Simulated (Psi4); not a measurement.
# ClCu (cuprous chloride): a first try and a second

Aim: the energy of ClCu (cuprous chloride) at CEPA(1)/aug-cc-pV(D+d)Z (density fitting).

Program for the calculation: Psi4 1.11.

**1. The system as given**

ClCu has 2 atoms, charge 0, and is taken as a singlet. SMILES: `[Cl][Cu]`. Geometry: relaxed at PBE0-D4/def2-TZVP.

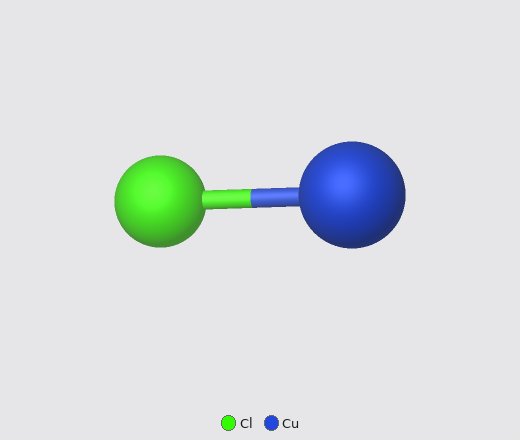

The structure, seen from a chosen angle (chlorine green, copper blue).

**2. The input as first written**

Contents of clcu.xyz:

```xyz
2
ClCu
Cl     0.898300    -0.345200     0.446400
Cu    -0.868800     0.285000    -0.442400
```

Contents of job.py:

```python
import psi4

psi4.set_memory('1600 MB')
psi4.set_num_threads(1)
psi4.core.set_output_file('clcu.out', False)

with open('clcu.xyz') as f:
    atoms = ''.join(f.readlines()[2:])
molecule = psi4.geometry('0 1\n' + atoms + 'no_reorient\nno_com')

options = {'basis': 'aug-cc-pV(D+d)Z', 'scf_type': 'df', 'freeze_core': True, 'd_convergence': 1e-14, 'maxiter': 50}
psi4.set_options(options)

energy_value, wavefunction = psi4.energy('cepa(1)', molecule=molecule, return_wfn=True)
print(f'cepa(1) energy: {energy_value:.10f} Eh')
for k, v in sorted(psi4.core.scalar_variables().items()):
    print(f'{k:45s} {v:18.10f}')
```

Launch:

```console
python job.py
```

clcu.out:

```text
=> Loading Basis Set <=

    Name: AUG-CC-PV(D+D)Z
    Role: ORBITAL
    Keyword: BASIS

         ---------------------------------------------------------
                                   SCF
                              RHF Reference
                        1 Threads,   1525 MiB Core
         ---------------------------------------------------------

  ==> Geometry <==

    Molecular point group: c1
    Full point group: C1

    Geometry (in Angstrom), charge = 0, multiplicity = 1:

       Center              X                  Y                   Z               Mass
    ------------   -----------------  -----------------  -----------------  -----------------
         CL           0.898300000000    -0.345200000000     0.446400000000    34.968852682000
         CU          -0.868800000000     0.285000000000    -0.442400000000    62.929597720000

  Running in c1 symmetry.

[... 86 lines left out ...]
   @DF-RHF iter   2: -2056.63756046850449    3.94908e+01   7.82694e-02 DIIS/ADIIS
[... 7 lines left out ...]
   @DF-RHF iter  10: -2098.53221052219533   -5.28089e-07   2.90142e-06 DIIS
[... 7 lines left out ...]
   @DF-RHF iter  18: -2098.53221068718949    0.00000e+00   6.45866e-11 DIIS
[... 7 lines left out ...]
   @DF-RHF iter  26: -2098.53221068718904   -4.54747e-13   2.06932e-14 DIIS
[... 7 lines left out ...]
   @DF-RHF iter  34: -2098.53221068718904    4.54747e-13   2.04115e-14 DIIS
[... 7 lines left out ...]
   @DF-RHF iter  42: -2098.53221068718949    4.54747e-13   2.03993e-14 DIIS
[... 7 lines left out ...]
   @DF-RHF iter  50: -2098.53221068718813    3.63798e-12   2.08091e-14 DIIS
[... 1 line left out ...]
PsiException: Could not converge SCF iterations in 50 iterations.

  Failed to converge.
```

Standard output:

```text
Traceback (most recent call last):
  File "job.py", line 14, in <module>
    energy_value, wavefunction = psi4.energy('cepa(1)', molecule=molecule, return_wfn=True)
psi4.driver.p4util.exceptions.SCFConvergenceError: Could not converge SCF iterations in 50 iterations.
```

It took 9.9 s on 1 thread of Intel Xeon Platinum 8488C (Sapphire Rapids), shared host; peak memory 0.73 GiB.

**3. Diagnosis**

The iterations ended before the threshold was met.

The telling line is `psi4.driver.p4util.exceptions.SCFConvergenceError: Could not converge SCF iterations in 50 iterations.`. The fault: the convergence threshold is tighter than the arithmetic can reach. To mend it: density convergence threshold at its default in place of 1e-14.

**4. The mended input**

clcu.xyz is that of step 2.

Contents of run.py:

```python
import psi4

psi4.set_memory('1600 MB')
psi4.set_num_threads(1)
psi4.core.set_output_file('clcu.out', False)

with open('clcu.xyz') as f:
    atoms = ''.join(f.readlines()[2:])
geom = psi4.geometry('0 1\n' + atoms + 'no_reorient\nno_com')

psi4.set_options({
    'basis': 'aug-cc-pV(D+d)Z',
    'scf_type': 'df',
    'freeze_core': True,
})

result, w = psi4.energy("cepa(1)", return_wfn=True)
print(f'total energy {result:.8f} hartree = {result * 27.211386:.5f} eV')
for k, v in sorted(psi4.core.scalar_variables().items()):
    print(f'{k:45s} {v:18.10f}')
```

Launch:

```console
python run.py
```

clcu.out, cut to the lines that bear on the results:

```text
[...]
  Running in c1 symmetry.
[...]
   @DF-RHF iter   4: -2098.52721542121344   -1.54368e-01   9.86538e-04 ADIIS/DIIS
[...]
   @DF-RHF iter  14: -2098.53221068718403   -6.73026e-11   1.46744e-08 DIIS
[...]
      * SCS-MP2 total energy:                -2099.091478171110
[...]
      * MP2 total energy:                    -2099.156830526491
[...]
```

On the terminal:

```text
total energy -2099.10779532 hartree = -57119.63247 eV
CEPA(1) CORRELATION ENERGY                         -0.5755846305
CEPA(1) DOUBLES ENERGY                             -0.5755846305
CEPA(1) OPPOSITE-SPIN CORRELATION ENERGY           -0.3910182766
CEPA(1) SAME-SPIN CORRELATION ENERGY               -0.1845663539
CEPA(1) SINGLES ENERGY                              0.0000000000
CEPA(1) TOTAL ENERGY                            -2099.1077953177
CURRENT CORRELATION ENERGY                         -0.5755846305
CURRENT ENERGY                                  -2099.1077953177
CURRENT REFERENCE ENERGY                        -2098.5322106872
DD SOLVATION ENERGY                                 0.0000000000
HF KINETIC ENERGY                                2098.5491675206
HF POTENTIAL ENERGY                             -4197.0813782078
HF TOTAL ENERGY                                 -2098.5322106872
HF VIRIAL RATIO                                     1.9999919197
MP2 CORRELATION ENERGY                             -0.6246198393
MP2 DOUBLES ENERGY                                 -0.6246198393
MP2 OPPOSITE-SPIN CORRELATION ENERGY               -0.4050702356
MP2 SAME-SPIN CORRELATION ENERGY                   -0.2195496037
MP2 SINGLES ENERGY                                  0.0000000000
MP2 TOTAL ENERGY                                -2099.1568305265
NUCLEAR REPULSION ENERGY                          125.6670772911
ONE-ELECTRON ENERGY                             -3176.6228326627
PCM POLARIZATION ENERGY                             0.0000000000
PE ENERGY                                           0.0000000000
SCF ITERATION ENERGY                            -2098.5322106872
SCF ITERATIONS                                     15.0000000000
SCF TOTAL ENERGY                                -2098.5322106872
TWO-ELECTRON ENERGY                               952.4235446844
```

It took 63 s on 1 thread of Intel Xeon Platinum 8488C (Sapphire Rapids), shared host; peak memory 0.73 GiB.

**5. Outcome**

Level: CEPA(1)/aug-cc-pV(D+d)Z (density fitting).

| quantity | value |
| --- | --- |
| total energy | -2099.10780 Eh |
| HOMO energy (Hartree–Fock orbitals) | -10.60 eV |
| LUMO energy (Hartree–Fock orbitals) | -0.49 eV |
| HOMO–LUMO gap (Hartree–Fock orbitals) | 10.11 eV |
| correlation energy (14 core orbitals frozen) | -575.6 mEh |
